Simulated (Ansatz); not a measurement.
The starting structures come from a database of crystals and need not be the phases stable at ambient conditions.

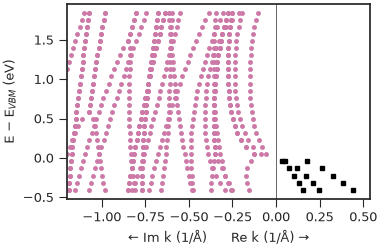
Fig. 1. Complex bands at the centre of the two-dimensional zone; r2SCAN (Ansatz, a quantum-chemistry and plane-wave program)

No gap correction and no spin-orbit coupling; mid-gap values are interpolated between computed energies.

### Question
This is Sr$_{4}$As$_{2}$O (I4/mmm, not sure to be the ambient phase, 7 atoms a cell, 27.6 Å³ an atom) along the normal of (110). Read off the slowest decay at the centre of the two-dimensional zone at 0.77 eV, the computed energy nearest the middle of the gap.

### Answer
κ ≈ 0.15 1/Å, a decay length 1/(2κ) of the density of 3.4 Å.
